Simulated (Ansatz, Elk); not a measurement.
**How far do independent atoms describe CaV3?**

Structure refinements treat a crystal as free atoms side by side. For a made-up structure of CaV3 (cell and positions from a PBE relaxation) the runs below show what the calculated density changes in F(hkl).

Program: Elk 11.2.3 (patched build). Level of theory: DFT, PBE, all-electron APW+lo, Dirac cores, scalar-relativistic bands, static density, no spin. Results are calculated unless marked as measured.

The structure was built from a prototype and need not be the compound's stable phase.

## 1. Set-up

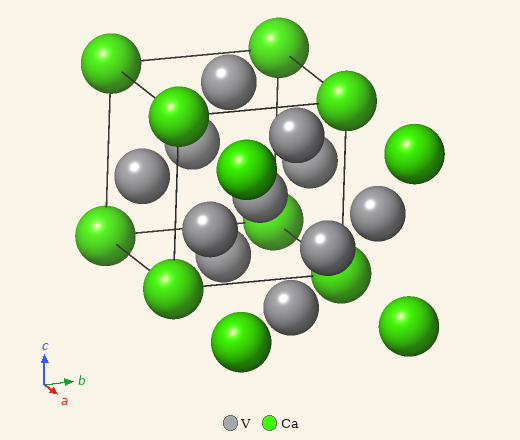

The starting structure, seen slightly off an axis (vanadium grey, calcium green). 2×1×1 cells are drawn. Some periodic images of atoms are drawn too.

## 2. Ground state and structure factors

An all-electron density is needed, since X-rays see the cores too. Task 0 finds the density and task 195 Fourier-transforms it; tshift is off so that phases refer to the origin typed.

File elk.in:

```
tasks
  0
  195

xctype
  20

spinpol
  .false.

rgkmax
  7.0

gmaxvr
  14.0

lmaxo
  7

lmaxapw
  8

swidth
  0.002

tshift
  .false.

ramdisk
  .false.

hmaxvr
  5.5

maxscl
  120

epspot
  1e-06

sppath
  './'

avec
  7.74968743446 0.00000000000 -0.00000000000
  0.00000000000 7.74968743446 0.00000000000
  -0.00000000000 0.00000000000 7.74968743446

atoms
  2
  'V.in'
  3
  0.0000000000 0.5000000000 0.5000000000   0.000000 0.000000 0.000000
  0.5000000000 -0.0000000000 0.5000000000   0.000000 0.000000 0.000000
  0.5000000000 0.5000000000 -0.0000000000   0.000000 0.000000 0.000000
  'Ca.in'
  1
  -0.0000000000 0.0000000000 0.0000000000   0.000000 0.000000 0.000000

ngridk
  6 6 6
```

Launch:

```sh
OMP_NUM_THREADS=4 elk
```

Numbers of over 12 decimals in the logs are rounded to 6 here.

What it wrote:

```text
┌─────────────────────────┐
│ Elk code version 11.2.3 │
└─────────────────────────┘

All units are atomic (Hartree, Bohr, etc.)

┌─────────────────────────────────────────────────┐
│ Ground-state run starting from atomic densities │
└─────────────────────────────────────────────────┘

Lattice vectors :
   7.749687434       0.000000000      -0.000000000
   0.000000000       7.749687434       0.000000000
  -0.000000000       0.000000000       7.749687434

Reciprocal lattice vectors :
  0.8107662871      -0.000000000       0.000000000
  -0.000000000      0.8107662871      -0.000000000
   0.000000000      -0.000000000      0.8107662871

Unit cell volume      :    465.4280569
Brillouin zone volume :   0.5329507102

Muffin-tin inner radius fraction :   0.1000000000E-01

Nuclei treated as point charges

Species : 1 (V)
 parameters loaded from : V.in
 name : vanadium
 nuclear charge    :   -23.00000000
 electronic charge :    23.00000000
 atomic mass :    92860.67382
 muffin-tin radius :    2.400000000
 number of radial points in muffin-tin :    993
 inner part over the whole radius :   0.9920165687E-02
 number on inner part of muffin-tin    :    699
 approximate nuclear radius :   0.6897515165E-04
 number of mesh points to nuclear radius :    327
 atomic positions (lattice), magnetic fields (Cartesian) :
  1 :   0.00000000  0.50000000  0.50000000    0.00000000  0.00000000  0.00000000
  2 :   0.50000000  0.00000000  0.50000000    0.00000000  0.00000000  0.00000000
  3 :   0.50000000  0.50000000  0.00000000    0.00000000  0.00000000  0.00000000

Species : 2 (Ca)
 parameters loaded from : Ca.in
 name : calcium
 nuclear charge    :   -20.00000000
 electronic charge :    20.00000000
 atomic mass :    73057.72475
 muffin-tin radius :    2.400000000
 number of radial points in muffin-tin :    993
 inner part over the whole radius :   0.9970789793E-02
 number on inner part of muffin-tin    :    698
 approximate nuclear radius :   0.6614485811E-04
 number of mesh points to nuclear radius :    321
 atomic positions (lattice), magnetic fields (Cartesian) :
  1 :   0.00000000  0.00000000  0.00000000    0.00000000  0.00000000  0.00000000

Total number of atoms per unit cell :    4
Total muffin-tin volume :    231.6233432
 ratio of muffin-tin to unit cell volume :   0.4976565975

Spin treatment :
 spin-unpolarised

Number of Bravais lattice symmetries :   48
Number of crystal symmetries         :   48
Crystal has inversion symmetry
Real symmetric eigensolver will be used

k-point grid :      6     6     6
k-point offset :    0.000000000       0.000000000       0.000000000
k-point set is reduced with full crystal symmetry group
Total number of k-points :       20

Muffin-tin radius times maximum |G+k| :    7.000000000
 using average radius
Maximum |G+k| for APW functions       :    2.916666667
Maximum (1/2)|G+k|²                   :    4.253472222
Maximum |G| for potential and density :    14.00000000
Constant for pseudocharge density :    8
 order of it for each species :   15  15
 order of it for pair densities of each species (exact exchange by exxq0 0: 16) :   10  10
Radial integration step length :    1

G-vector grid sizes :     35    35    35
Number of G-vectors :    21631

Maximum angular momentum used for
 APW functions            :    8
 outer part of muffin-tin :    7
 inner part of muffin-tin :    2

Total nuclear charge    :   -89.00000000
Total core charge       :    40.00000000
Total valence charge    :    49.00000000
Total excess charge     :    0.000000000
Total electronic charge :    89.00000000

Effective Wigner radius, rₛ :    1.076774217

Number of empty states         :     16
Total number of valence states :     41
Total number of core states    :     40

Third-order local-orbitals added for an l without core states : T
Total number of local-orbitals :     62

Exchange-correlation functional :     20     0     0
 Perdew-Burke-Ernzerhof, Phys. Rev. Lett. 77, 3865 (1996)
 gradient requirement :    1
[...]
Madelung                    :     -4212.8798302428
 xc potential                :     -216.33769855726
 exchange                    :     -167.85065878220
 correlation                 :     -3.893857
 electron entropic           :    -0.33195900121534E-02
 total energy                :     -3528.8484931625

Density of states at Fermi energy :    267.6599186
 (states/Hartree/unit cell)

Estimated indirect band gap :   0.1746853009E-02
 from k-point 6 to k-point 14
Estimated direct band gap   :   0.2015122047E-02
 at k-point 6

Charges :
 core                        :    40.00000000
 valence                     :    49.00000000
 interstitial                :    6.743789597
 muffin-tins (core leakage)
  species : 1 (V)
   atom 1                    :    21.18695003     ( -0.2221811410E-06)
   atom 2                    :    21.18695003     ( -0.2221811410E-06)
[...]
species : 2 (Ca)
[...]
total in muffin-tins        :    82.25621040
 total calculated charge     :    88.99970036
 total charge                :    89.00000000
 error                       :   0.2996432385E-03

RMS change in Kohn-Sham potential (target) :   0.3226477975     (  0.1000000000E-05)
Absolute change in total energy (target)   :   0.1476028938     (  0.1000000000E-03)

[... loops 3 to 13 left out ...]

┌──────────────────┐
│ Loop number : 14 │
└──────────────────┘

Energies :
 Fermi                       :     0.268602
 sum of occupied eigenvalues :     -2056.9297489871
 electron kinetic            :      3563.3663255377
 core electron kinetic       :      3268.5256215929
 Coulomb                     :     -6919.1593558466
 Coulomb potential           :     -5396.8688440011
 nuclear-nuclear             :     -586.75868791399
 electron-nuclear            :     -7287.7771294500
 Hartree                     :      955.37646151737
 Madelung                    :     -4220.7249338461
 xc potential                :     -223.42723052364
 exchange                    :     -168.52342365651
 correlation                 :     -3.889682
 electron entropic           :    -0.32731928751300E-02
 total energy                :     -3528.2094091776

Density of states at Fermi energy :    257.7068901
 (states/Hartree/unit cell)

Estimated indirect band gap :   0.9020200374E-03
 from k-point 6 to k-point 14
Estimated direct band gap   :   0.1685397853E-02
 at k-point 6

Charges :
 core                        :    40.00000000
 valence                     :    49.00000000
 interstitial                :    6.117978096
 muffin-tins (core leakage)
  species : 1 (V)
[...]
species : 2 (Ca)
[...]
total in muffin-tins        :    82.88202190
 total calculated charge     :    88.99971272
 total charge                :    89.00000000
 error                       :   0.2872796207E-03

RMS change in Kohn-Sham potential (target) :   0.6160859355E-06 (  0.1000000000E-05)
Absolute change in total energy (target)   :   0.4152994416E-04 (  0.1000000000E-03)

Convergence targets achieved

┌──────────────────┐
│ Loop number : 15 │
└──────────────────┘

Energies :
 Fermi                       :     0.268602
 sum of occupied eigenvalues :     -2056.9297522380
 electron kinetic            :      3563.3663148442
 core electron kinetic       :      3268.5256243243
 Coulomb                     :     -6919.1593476095
 Coulomb potential           :     -5396.8688522544
 nuclear-nuclear             :     -586.75868791399
 electron-nuclear            :     -7287.7771044281
 Hartree                     :      955.37644473264
 Madelung                    :     -4220.7249214823
 xc potential                :     -223.42721482783
 exchange                    :     -168.52342258975
 correlation                 :     -3.889682
 electron entropic           :    -0.32731906421144E-02
 total energy                :     -3528.2094105699

Density of states at Fermi energy :    257.7067207
 (states/Hartree/unit cell)

Estimated indirect band gap :   0.9020397397E-03
 from k-point 6 to k-point 14
Estimated direct band gap   :   0.1685415066E-02
 at k-point 6

Charges :
 core                        :    40.00000000
 valence                     :    49.00000000
 interstitial                :    6.117979040
 muffin-tins (core leakage)
  species : 1 (V)
[...]
atom 2                    :    21.47734589     ( -0.2221834663E-06)
   atom 3                    :    21.47734589     ( -0.2221834663E-06)
  species : 2 (Ca)
   atom 1                    :    18.44998329     ( -0.1982809863E-06)
 total in muffin-tins        :    82.88202096
 total calculated charge     :    88.99971272
 total charge                :    89.00000000
 error                       :   0.2872798207E-03

┌──────────────────────────────┐
│ Self-consistent loop stopped │
└──────────────────────────────┘

Wrote STATE.OUT
```

Elapsed: 16 s, on 4 threads of Arm Neoverse V1, shared host; peak memory 0.16 GiB.

SFACRHO.OUT:

```text

h k l indices transformed by vhmat matrix:
   1.000000000       0.000000000       0.000000000    
   0.000000000       1.000000000       0.000000000    
   0.000000000       0.000000000       1.000000000    

      h      k      l  multipl.   |H|            Re(F)            Im(F)           |F|

      0      0      0      1   0.0000000       89.000000     -0.48302697E-17   89.000000    
     -1      0      0      6  0.81076629      -3.0331074     -0.45064835E-14   3.0331074    
      1     -1      0     12   1.1465967      -2.7266697      0.22554219E-15   2.7266697    
     -1     -1     -1      8   1.4042884       63.472924      0.12004882E-13   63.472924    
      0      0     -2      6   1.6215326       59.577895      0.77612276E-14   59.577895    
     -1     -2      0     24   1.8129285      -2.2001259     -0.35928108E-14   2.2001259    
      1     -2      1     24   1.9859637      -2.1898245     -0.69179308E-14   2.1898245    
      0      2     -2     12   2.2931934       49.234523     -0.35812244E-15   49.234523    
      0     -3      0      6   2.4322989      -1.9996094     -0.89883823E-14   1.9996094    
     -1      2     -2     24   2.4322989      -2.1361798     -0.33230155E-14   2.1361798    
      3      1      0     24   2.5638681      -1.9520398      0.12080909E-16   1.9520398    
      1     -3      1     24   2.6890076       43.883954      0.27584162E-14   43.883954    
     -2      2      2      8   2.8085768       42.603704     -0.54540913E-14   42.603704    
     -3      2      0     24   2.9232594      -1.6480715     -0.17399961E-13   1.6480715    
     -3      1      2     48   3.0336097      -1.5885992      0.14402961E-13   1.5885992    
      0     -4      0      6   3.2430651       37.880011      0.96584071E-14   37.880011    
      2     -2     -3     24   3.3428750      -1.3915186     -0.15388644E-13   1.3915186    
      4     -1      0     24   3.3428750      -1.3198773     -0.23692601E-14   1.3198773
```

Elk indexes on the primitive cell of elk.in and gives |H| = 4π sin θ/λ in inverse bohr. Below, one row stands for each form hkl of the conventional cell (m members, Friedel mates merged), F is for one primitive cell and the density is static (no thermal factor). Free-atom factors are Waasmaier and Kirfel's, and R is Σm||F|−|F'||/Σm|F|.

| hkl | m | sin θ/λ (Å⁻¹) | abs F, DFT | neutral atoms | diff. |
| --- | --- | --- | --- | --- | --- |
| 100 | 6 | 0.122 | 3.033 | 3.067 | -0.034 |
| 110 | 12 | 0.172 | 2.727 | 2.828 | -0.101 |
| 111 | 8 | 0.211 | 63.473 | 63.957 | -0.484 |
| 200 | 6 | 0.244 | 59.578 | 60.067 | -0.489 |
| 210 | 24 | 0.273 | 2.200 | 2.417 | -0.217 |
| 211 | 24 | 0.299 | 2.190 | 2.321 | -0.131 |
| 220 | 12 | 0.345 | 49.234 | 49.206 | +0.029 |
| 300 | 6 | 0.366 | 2.000 | 2.047 | -0.048 |
| 221 | 24 | 0.366 | 2.136 | 2.047 | +0.089 |
| 310 | 24 | 0.386 | 1.952 | 1.956 | -0.004 |
| 311 | 24 | 0.404 | 43.884 | 43.889 | -0.005 |
| 222 | 8 | 0.422 | 42.604 | 42.462 | +0.142 |
| 320 | 24 | 0.440 | 1.648 | 1.687 | -0.039 |
| 321 | 48 | 0.456 | 1.589 | 1.602 | -0.013 |

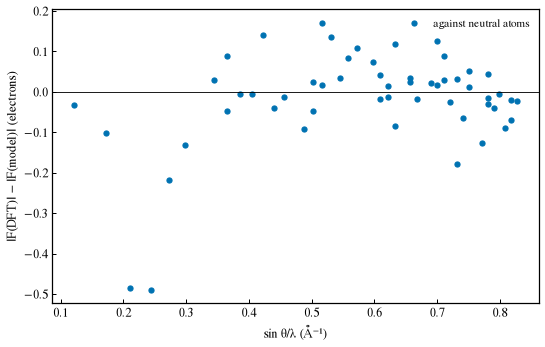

Difference between the calculated structure factors and the independent-atom ones.

## 3. The highest occupied states alone

An energy window below the Fermi level keeps the highest occupied states, to see at which angles they scatter; shallow core shells can lie inside it and anion s states outside. No new self-consistency is needed.

elk.in: that of step 2 with these lines changed.

```diff
@@ -1,3 +1,2 @@
 tasks
-  0
   195
@@ -40,2 +39,5 @@
 
+wsfac
+  -0.282640 0.568600
+
 sppath
```

Launch:

```sh
OMP_NUM_THREADS=4 elk
```

What it wrote:

```text
┌─────────────────────────────────┐
│ Elk code version 11.2.3 started │
└─────────────────────────────────┘

Info(readinput): the functional depends on the density's gradient
 muffin-tin radial points multiplied by    2.00000
 (not where nrmtscf is given)

┌────────────────────┐
│ Current task : 195 │
└────────────────────┘

Info(sfacrho): density structure factors written to SFACRHO.OUT

 Energy window :  -0.2826400000      0.5686000000

┌──────────────────┐
│ Elk code stopped │
└──────────────────┘
```

Run time: 6.6 s. Hardware: 4 threads; peak memory 0.16 GiB; 7.8 s of CPU time.

States within 15 eV below the Fermi level hold 17.00 electrons; any levels below the window count with the cores. Their amplitudes can exceed the total, where window and core parts have opposite phase:

| hkl | sin θ/λ (Å⁻¹) | abs F, window | abs F, all |
| --- | --- | --- | --- |
| 100 | 0.122 | 2.447 | 3.033 |
| 110 | 0.172 | 1.744 | 2.727 |
| 111 | 0.211 | 3.977 | 63.473 |
| 200 | 0.244 | 3.204 | 59.578 |
| 210 | 0.273 | 0.681 | 2.200 |
| 211 | 0.299 | 0.617 | 2.190 |
| 220 | 0.345 | 2.064 | 49.234 |
| 300 | 0.366 | 0.423 | 2.000 |
| 221 | 0.366 | 0.560 | 2.136 |
| 310 | 0.386 | 0.405 | 1.952 |

## 4. Another functional

The difference from free atoms is small, so it is set against the change that LDA (Perdew-Wang) makes.

elk.in: that of step 3 with these lines changed.

```diff
@@ -1,2 +1,3 @@
 tasks
+  0
   195
@@ -4,3 +5,3 @@
 xctype
-  20
+  3
 
@@ -39,5 +40,2 @@
 
-wsfac
-  -0.282640 0.568600
-
 sppath
```

Launch:

```sh
OMP_NUM_THREADS=4 elk
```

What it wrote:

```text
┌─────────────────────────┐
│ Elk code version 11.2.3 │
└─────────────────────────┘

All units are atomic (Hartree, Bohr, etc.)

┌─────────────────────────────────────────────────┐
│ Ground-state run starting from atomic densities │
└─────────────────────────────────────────────────┘

Lattice vectors :
   7.749687434       0.000000000      -0.000000000
   0.000000000       7.749687434       0.000000000
  -0.000000000       0.000000000       7.749687434

Reciprocal lattice vectors :
  0.8107662871      -0.000000000       0.000000000
[...]
valence                     :    49.00000000
 interstitial                :    6.047316021
 muffin-tins (core leakage)
  species : 1 (V)
[...]
atom 3                    :    21.49686822     ( -0.3557353731E-05)
  species : 2 (Ca)
   atom 1                    :    18.46207931     ( -0.3473461033E-05)
 total in muffin-tins        :    82.95268398
 total calculated charge     :    88.99969892
 total charge                :    89.00000000
 error                       :   0.3010790785E-03

┌──────────────────────────────┐
│ Self-consistent loop stopped │
└──────────────────────────────┘

Wrote STATE.OUT
[key lines of the parts left out:]
total energy                :     -3520.8596034596
```

Elapsed: 9.1 s, on 4 threads; peak memory 0.16 GiB; 22 s of CPU time.

Against the first run R = 0.09 %; the largest change is -0.054 at 220.

## 5. Basis size

The basis and the expansions that go with it are enlarged, to see whether the differences are converged.

elk.in: that of step 4 with these lines changed.

```diff
@@ -5,3 +5,3 @@
 xctype
-  3
+  20
 
@@ -11,12 +11,12 @@
 rgkmax
-  7.0
+  8.5
 
 gmaxvr
-  14.0
+  18.0
 
 lmaxo
-  7
+  9
 
 lmaxapw
-  8
+  10
```

Launch:

```sh
OMP_NUM_THREADS=4 elk
```

What it wrote:

```text
┌─────────────────────────┐
│ Elk code version 11.2.3 │
└─────────────────────────┘

All units are atomic (Hartree, Bohr, etc.)

┌─────────────────────────────────────────────────┐
│ Ground-state run starting from atomic densities │
└─────────────────────────────────────────────────┘

Lattice vectors :
   7.749687434       0.000000000      -0.000000000
   0.000000000       7.749687434       0.000000000
  -0.000000000       0.000000000       7.749687434

Reciprocal lattice vectors :
  0.8107662871      -0.000000000       0.000000000
[...]
valence                     :    49.00000000
 interstitial                :    6.094809957
 muffin-tins (core leakage)
  species : 1 (V)
[...]
atom 3                    :    21.48684455     ( -0.2221838749E-06)
  species : 2 (Ca)
   atom 1                    :    18.44465640     ( -0.1982917119E-06)
 total in muffin-tins        :    82.90519004
 total calculated charge     :    89.00001284
 total charge                :    89.00000000
 error                       :   0.1284252998E-04

┌──────────────────────────────┐
│ Self-consistent loop stopped │
└──────────────────────────────┘

Wrote STATE.OUT
[key lines of the parts left out:]
total energy                :     -3528.2223266143
```

It took 38 s on 4 threads; peak memory 0.28 GiB; 95 s of CPU time.

Against the first run R = 0.02 %; the largest change is -0.014 at 222.

## 6. A coarser k-mesh

About half the k-points along each axis test the sampling.

elk.in: that of step 5 with these lines changed.

```diff
@@ -11,12 +11,12 @@
 rgkmax
-  8.5
+  7.0
 
 gmaxvr
-  18.0
+  14.0
 
 lmaxo
-  9
+  7
 
 lmaxapw
-  10
+  8
 
@@ -60,2 +60,2 @@
 ngridk
-  6 6 6
+  3 3 3
```

Launch:

```sh
OMP_NUM_THREADS=4 elk
```

What it wrote:

```text
┌─────────────────────────┐
│ Elk code version 11.2.3 │
└─────────────────────────┘

All units are atomic (Hartree, Bohr, etc.)

┌─────────────────────────────────────────────────┐
│ Ground-state run starting from atomic densities │
└─────────────────────────────────────────────────┘

Lattice vectors :
   7.749687434       0.000000000      -0.000000000
   0.000000000       7.749687434       0.000000000
  -0.000000000       0.000000000       7.749687434

Reciprocal lattice vectors :
  0.8107662871      -0.000000000       0.000000000
[...]
valence                     :    49.00000000
 interstitial                :    6.119370525
 muffin-tins (core leakage)
  species : 1 (V)
[...]
atom 3                    :    21.47920802     ( -0.2221838429E-06)
  species : 2 (Ca)
   atom 1                    :    18.44300541     ( -0.1982707776E-06)
 total in muffin-tins        :    82.88062947
 total calculated charge     :    88.99972559
 total charge                :    89.00000000
 error                       :   0.2744124971E-03

┌──────────────────────────────┐
│ Self-consistent loop stopped │
└──────────────────────────────┘

Wrote STATE.OUT
[key lines of the parts left out:]
total energy                :     -3528.2107693783
```

It took 11 s on 4 threads; peak memory 0.16 GiB; 18 s of CPU time.

Against the first run R = 0.10 %; the largest change is +0.049 at 200.

## 7. Settings against the effect

| run | R against the first run (%) | R against neutral atoms, low angle (%) | wall time |
| --- | --- | --- | --- |
| PBE, rgkmax 7 | 0.00 | 1.62 | 16 s |
| LDA (Perdew-Wang) | 0.09 | 1.58 | 9.1 s |
| rgkmax 8.5 with larger expansions | 0.02 | 1.60 | 38 s |
| k-mesh 3×3×3 | 0.10 | 1.61 | 11 s |

## 8. Outcome

- R against neutral atoms, sin θ/λ < 0.3 Å⁻¹: 1.62 %
- R against neutral atoms, 0.3 to 0.83 Å⁻¹: 0.52 %

**Reading.** Independent neutral atoms miss the calculated amplitudes by R = 1.62 % below 0.3 Å⁻¹ and 0.52 % from there to 0.83 Å⁻¹; by shells, 1.10 % below 0.15 Å⁻¹ (1 form), 1.63 % 0.15 to 0.3 (5 forms), 0.24 % 0.3 to 0.45 (7 forms), 0.58 % above 0.45 (41 forms). Bonding, aspherical density and the tables' own atoms all enter these figures, and the runs don't part them. The largest change of an amplitude is -0.49 electrons, at 200. The window's part falls from 17.0 electrons at the origin to at most 0.55 between 0.45 and 0.83 Å⁻¹. Below 0.3 Å⁻¹ the changes that finished (LDA (Perdew-Wang), rgkmax 8.5 with larger expansions and k-mesh 3×3×3) move F by R = 0.10 % at most, against the 1.62 % that separates it from free atoms. These runs have no spin, though d or f shells may be open. Part of the difference isn't bonding: the tables are fits to free atoms and ions calculated by other methods than this functional. Thermal motion, anomalous dispersion and extinction are left out.

[Logs are printed without paths, hosts, clocks, repeated set-up lines and the standing remarks that a program may print on its own settings, such as how far it seeks lower states.]

[Hosts, paths, dates, database ids (printed as entryN), source tags and the programs' standing remarks are cut or masked in the printed files.]
